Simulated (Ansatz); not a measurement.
**One shape, several levels: SiHCl3 (trichlorosilane)**

Wanted: a comparison of 6 runs (BHLYP/STO-3G, BLYP/STO-3G, HSE06/STO-3G, wB97X/STO-3G, MP2/STO-3G, UMP2/STO-3G) of SiHCl3 (trichlorosilane). 

Program for the calculation: Ansatz 0.2.0.

56 further runs of the same task are left out: 10 that didn't finish, 46 set aside as unsound or not needed.

## Step 1: The molecule

SiHCl3 has 5 atoms, charge 0, and is taken as a singlet. As SMILES, `Cl[SiH](Cl)Cl`. The Cl4–Si2 distance was set to 5.074 Å, away from the relaxed value. At this shape a bond of the SMILES string is far longer than usual.

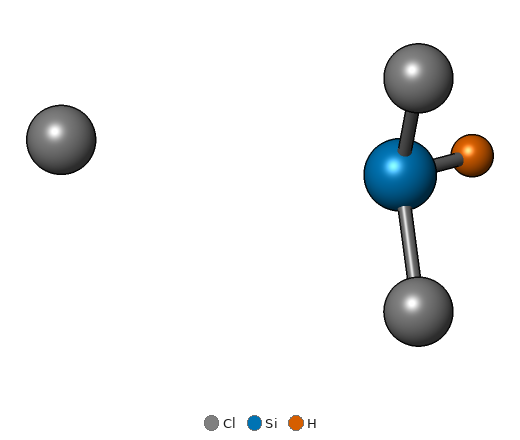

The structure, seen from a chosen angle (chlorine grey, silicon blue, hydrogen orange).

## Step 2: A single-point energy at BHLYP/STO-3G (run 1)

run.yaml reads:

```yaml
crystal:
  periodic: [false, false, false]
  atoms:
    - {symbol: Cl, position_ang: [2.283013, 1.165324, 3.321337]}
    - {symbol: Si, position_ang: [0.510783, 1.724064, 2.504897]}
    - {symbol: Cl, position_ang: [0.609783, 3.670454, 1.938167]}
    - {symbol: Cl, position_ang: [-0.476020, -1.170520, -1.544190]}
    - {symbol: H, position_ang: [-0.559227, 1.557694, 3.497607]}
basis:
  gaussian:
    orbitals: STO-3G
magnetization:
  spin_polarized: false
hamiltonian:
  xc: {name: BHLYP}
accuracy: high
```

Run with:

```console
$ ansatz run run.yaml --threads 1 --pin off --max-ram 3480MiB --events-out events.jsonl --progress --plain --runs-dir runs
```

Log:

```text
Warning: RAYON_NUM_THREADS=1 ignored (pool sized by the plan → 1); use --threads N
Functional definition: BHLYP
  name "BHLYP"
  parameter a = 0.5
  exchange = (1 - a)*b88_x + a*exact_x
  correlation = lyp_c
644 factors; integrals over basis functions are off by at most 2.3e-8 eV
mean field evaluation 1: about -44952.4658 eV, gradient 3.0e1 eV
mean field evaluation 2: about -44688.7294 eV, gradient 4.2e1 eV
mean field evaluation 4: about -44956.1250 eV, gradient 1.5e1 eV
mean field evaluation 8: about -44956.1230 eV, gradient 1.5e1 eV
mean field evaluation 16: about -44960.3024 eV, gradient 1.0e-3 eV
mean field evaluation 32: about -44960.3011 eV, gradient 7.9e-2 eV
mean field -44960.30235545 eV, -1652.2606363754 hartree, gradient 3.4e-8 eV, S^2 0.000000; 4 other end points of the search recorded, 0 dependent functions left out
reference -44960.30238200 eV, -1652.2606373508 hartree; 33, 33 occupied and 4, 4 virtual orbitals, 644 factors
Total energy: -44960.30238200 eV, -1652.2606373508 hartree
```

Wall time 3.9 s (1 thread of Arm Neoverse V2, shared host); peak memory 0.13 GiB.

## Step 3: A single-point energy at BLYP/STO-3G (run 2)

input.yaml reads:

```yaml
crystal:
  periodic: [false, false, false]
  atoms:
    - {symbol: Cl, position_ang: [2.283013, 1.165324, 3.321337]}
    - {symbol: Si, position_ang: [0.510783, 1.724064, 2.504897]}
    - {symbol: Cl, position_ang: [0.609783, 3.670454, 1.938167]}
    - {symbol: Cl, position_ang: [-0.476020, -1.170520, -1.544190]}
    - {symbol: H, position_ang: [-0.559227, 1.557694, 3.497607]}
basis:
  gaussian: {orbitals: STO-3G}
hamiltonian: {xc: {name: BLYP}}
accuracy: high
```

Run with:

```console
$ ansatz run input.yaml --threads 1 --pin off --max-ram 3480MiB --events-out events.jsonl --progress --plain --runs-dir runs
```

Log:

```text
Warning: RAYON_NUM_THREADS=1 ignored (pool sized by the plan → 1); use --threads N
Functional definition: BLYP
  name "BLYP"
  parameter beta = 0.0042
  parameter a = 0.04918
  parameter b = 0.132
  parameter c = 0.2533
  parameter d = 0.349
  exchange = b88_x(beta = beta)
  correlation = lyp_c(a = a, b = b, c = c, d = d)
644 factors; integrals over basis functions are off by at most 2.3e-8 eV
mean field evaluation 1: about -44944.0554 eV, gradient 3.5e1 eV
mean field evaluation 2: about -44677.8402 eV, gradient 4.9e1 eV
mean field evaluation 4: about -44947.6538 eV, gradient 2.3e1 eV
mean field evaluation 8: about -44948.8348 eV, gradient 1.7e1 eV
mean field evaluation 16: about -44954.5315 eV, gradient 7.1e0 eV
mean field evaluation 32: about -44954.5699 eV, gradient 6.6e0 eV
mean field evaluation 64: about -44954.8657 eV, gradient 1.7e-3 eV
mean field -44954.86750581 eV, -1652.0609093349 hartree, gradient 4.5e-8 eV, S^2 0.000000; 4 other end points of the search recorded, 0 dependent functions left out
reference -44954.86755871 eV, -1652.0609112789 hartree; 33, 33 occupied and 4, 4 virtual orbitals, 644 factors
Total energy: -44954.86755871 eV, -1652.0609112789 hartree
```

Wall time 6.3 s (1 thread of Arm Neoverse V2, shared host); peak memory 0.12 GiB.

Runs 3 to 4 aren't shown in full; the table further down has their settings and results.

## Step 4: A single-point energy at MP2/STO-3G (run 5)

molecule.yaml reads:

```yaml
crystal:
  periodic: [false, false, false]
  atoms:
    - {symbol: Cl, position_ang: [2.283013, 1.165324, 3.321337]}
    - {symbol: Si, position_ang: [0.510783, 1.724064, 2.504897]}
    - {symbol: Cl, position_ang: [0.609783, 3.670454, 1.938167]}
    - {symbol: Cl, position_ang: [-0.476020, -1.170520, -1.544190]}
    - {symbol: H, position_ang: [-0.559227, 1.557694, 3.497607]}
basis:
  gaussian: {orbitals: STO-3G}
total_charge: 0
correlation: {method: mp2, frozen_orbitals: {Cl: 5, H: 0, Si: 5}}
accuracy: high
```

Run with:

```console
$ ansatz run molecule.yaml --threads 1 --pin off --max-ram 3480MiB --events-out events.jsonl --progress --plain --runs-dir runs
```

Log:

```text
Warning: RAYON_NUM_THREADS=1 ignored (pool sized by the plan → 1); use --threads N
Functional definition: HF
  name "HF"
  exchange = exact_x
  correlation = 0
644 factors; integrals over basis functions are off by at most 2.3e-8 eV
mean field evaluation 1: about -44887.2592 eV, gradient 2.6e1 eV
mean field evaluation 2: about -44887.2838 eV, gradient 2.6e1 eV
mean field evaluation 4: about -44890.6513 eV, gradient 1.0e1 eV
mean field evaluation 8: about -44881.5820 eV, gradient 1.7e1 eV
mean field evaluation 16: about -44892.7994 eV, gradient 1.9e-3 eV
mean field evaluation 32: about -44892.7994 eV, gradient 9.3e-3 eV
mean field -44892.79943137 eV, -1649.7799496703 hartree, gradient 1.5e-8 eV, S^2 0.000000; 4 other end points of the search recorded, 0 dependent functions left out; unrestricted orbitals would lower it
unrestricted determinant -44897.32624014 eV, -1649.9463068243 hartree, S^2 1.0017
20 core orbitals not correlated: weight in the atoms' cores, before any rotation towards them, 1.000 or more for the frozen orbitals, at most 0.000 for the correlated occupied ones
reference -44892.79943137 eV, -1649.7799496703 hartree; 13, 13 occupied and 4, 4 virtual orbitals, 644 factors
second order -4.53260504 eV of doubles, -0.00000000 eV of singles
Total energy: -44897.33203640 eV, -1649.9465198332 hartree
```

It took 1.2 s on 1 thread of Arm Neoverse V2, shared host; peak memory 0.17 GiB.

## Step 5: The energy at UMP2/STO-3G (run 6)

job.yaml reads:

```yaml
crystal:
  periodic: [false, false, false]
  atoms:
    - {symbol: Cl, position_ang: [2.283013, 1.165324, 3.321337]}
    - {symbol: Si, position_ang: [0.510783, 1.724064, 2.504897]}
    - {symbol: Cl, position_ang: [0.609783, 3.670454, 1.938167]}
    - {symbol: Cl, position_ang: [-0.476020, -1.170520, -1.544190]}
    - {symbol: H, position_ang: [-0.559227, 1.557694, 3.497607]}
basis:
  gaussian: {orbitals: STO-3G}
magnetization: {spin_polarized: true, initial_magnetization: 0}
accuracy: high
correlation: {method: mp2, frozen_orbitals: {Cl: 5, H: 0, Si: 5}}
```

Run with:

```console
$ ansatz run job.yaml --threads 1 --pin off --max-ram 3480MiB --events-out events.jsonl --progress --plain --runs-dir runs
```

Log:

```text
Warning: RAYON_NUM_THREADS=1 ignored (pool sized by the plan → 1); use --threads N
Functional definition: HF
  name "HF"
  exchange = exact_x
  correlation = 0
644 factors; integrals over basis functions are off by at most 2.3e-8 eV
mean field evaluation 1: about -44887.2592 eV, gradient 1.9e1 eV
mean field evaluation 2: about -44887.2838 eV, gradient 1.9e1 eV
mean field evaluation 4: about -44890.6513 eV, gradient 7.3e0 eV
mean field evaluation 8: about -44881.5819 eV, gradient 1.2e1 eV
mean field evaluation 16: about -44892.7994 eV, gradient 4.6e-3 eV
mean field evaluation 32: about -44897.3255 eV, gradient 1.5e-5 eV
mean field evaluation 64: about -44897.3259 eV, gradient 3.8e-3 eV
mean field evaluation 96: about -44897.3259 eV, gradient 2.7e-3 eV
mean field evaluation 128: about -44897.3255 eV, gradient 3.2e-3 eV
mean field evaluation 160: about -44897.3257 eV, gradient 2.8e-2 eV
mean field evaluation 192: about -44897.3262 eV, gradient 1.4e-4 eV
mean field evaluation 224: about -44897.3253 eV, gradient 1.2e-2 eV
mean field -44897.32624166 eV, -1649.9463068802 hartree, gradient 2.4e-8 eV, S^2 1.001670; 14 other end points of the search recorded, 0 dependent functions left out
20 core orbitals not correlated: weight in the atoms' cores, before any rotation towards them, 1.000 or more for the frozen orbitals, at most 0.000 for the correlated occupied ones
reference -44897.32624166 eV, -1649.9463068802 hartree; 13, 13 occupied and 4, 4 virtual orbitals, 644 factors
second order -0.93871725 eV of doubles, -0.00000000 eV of singles
Total energy: -44898.26495890 eV, -1649.9808041027 hartree
```

Run time: 5.7 s. Hardware: 1 thread of Arm Neoverse V2, shared host; peak memory 0.17 GiB.

## Step 6: Overview of the runs

```
run         level  frozen core orbitals   energy (Eh)  wall time
  1  BHLYP/STO-3G                     –  -1652.260637      3.9 s
  2   BLYP/STO-3G                     –  -1652.060911      6.3 s
  3  HSE06/STO-3G                     –  -1651.684409        6 s
  4  wB97X/STO-3G                     –  -1652.197814       35 s
  5    MP2/STO-3G                    20  -1649.946520      1.2 s
  6   UMP2/STO-3G                    20  -1649.980804      5.7 s
```

## Step 7: Summary of results

```
                                           quantity           value
                                run 6: total energy  -1649.98080 Eh
run 6: correlation energy (20 core orbitals frozen)       -34.5 mEh
           run 6: ⟨S²⟩ of the reference determinant           1.002
```

What this shows: Totals of different functionals can't be ranked against each other. In run 5 the log says that unrestricted orbitals would lower the reference, so the values rest on an unstable closed-shell determinant (other closed-shell runs at this shape may share the fault). In runs 1, 2, 3, 4, 5, 6 the basis is minimal, so the values are rough. In runs 1, 2, 3, 4, 5 a closed-shell determinant meets a far-stretched bond, which it describes badly. Spin contamination of the reference: run 6 ⟨S²⟩ = 1.00. Where it is this large, the reference is a mixture of spin states, and values that rest on it are in doubt. All runs together took 58 s, the longest 35 s.
